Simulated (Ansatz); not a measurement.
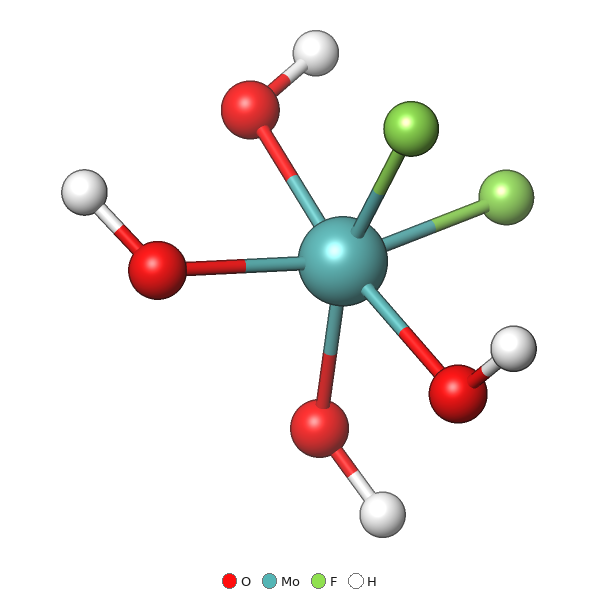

Rendered structure (ball-and-stick style). Every bond is drawn as one stick, whatever its order.

The species is neutral and a spin singlet. The geometry was computed by an optimisation with PBE0-D4/def2-TZVP.

What does the picture show?

The molecule is F₂H₄MoO₄. As SMILES it reads `[OH][Mo]([OH])([OH])([OH])([F])[F]`. The point group is C2. Coordination: 4 O bent; 1 Mo octahedral.

More results for the same structure follow; atom numbers are the same in all pictures, views and colours differ.

Electronic properties

Level of theory: RKS HSE06 (plane-wave form)-D4/def2-TZVPP, core potentials on Mo (Ansatz 0.2.0).

Predict the main results.

- HOMO energy (Kohn–Sham orbital): −9.06 eV
- LUMO energy (Kohn–Sham orbital): −3.91 eV
- HOMO–LUMO gap: 5.15 eV
- dispersion correction: −20.0 kJ/mol

Vibrations

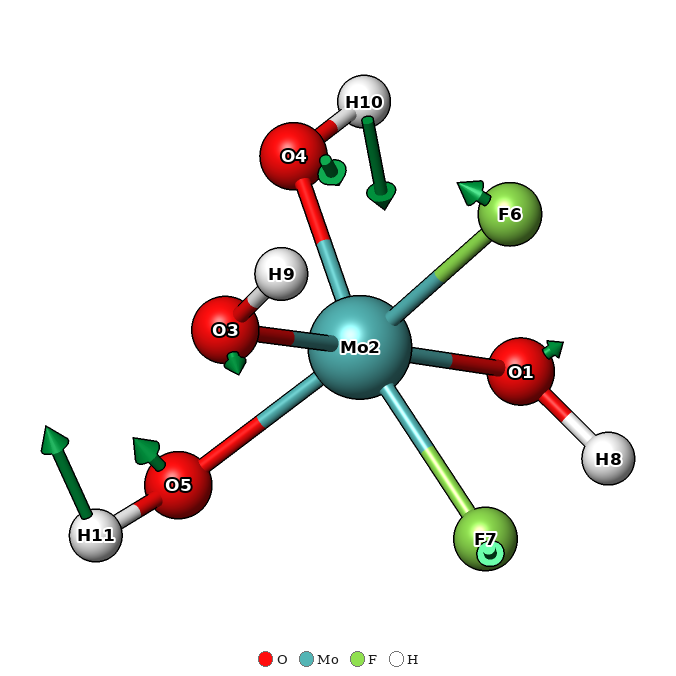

The arrows show one normal mode. Harmonic vibrations computed with RKS PBE0-D4/def2-TZVP, core potentials on Mo (Ansatz 0.2.0) at a stationary point of the same level.

Question: Describe the motion.

Answer: Mostly angle bending.

Question: At what wavenumber does it lie?

Answer: 158 cm⁻¹; it is mode 3 of 27 counted from the lowest.

Charges

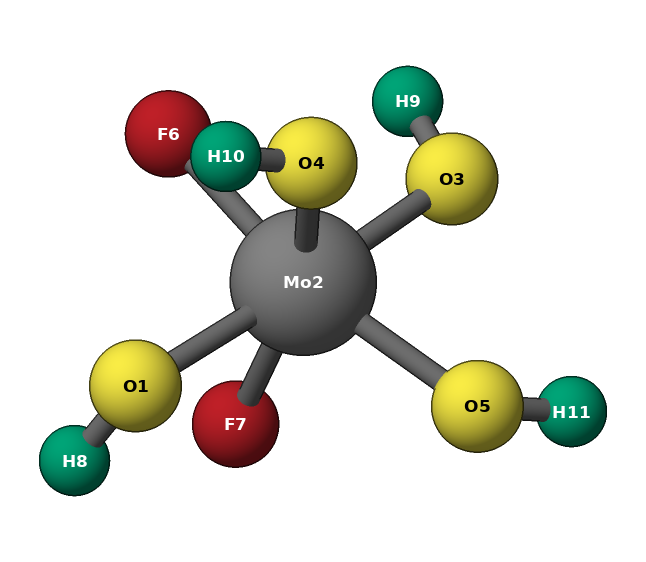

The questions are on Mulliken charges. Method: RKS B3LYP-D4/def2-TZVPP, core potentials on Mo (Ansatz 0.2.0).

Give the Mulliken charges atom by atom.

| atom | value (e) |
| --- | --- |
| O1 | −0.43 |
| Mo2 | 1.61 |
| O3 | −0.44 |
| O4 | −0.43 |
| O5 | −0.43 |
| F6 | −0.39 |
| F7 | −0.39 |
| H8 | 0.22 |
| H9 | 0.22 |
| H10 | 0.24 |
| H11 | 0.24 |

Mulliken values depend strongly on the basis set and can even reverse the polarity of a bond.
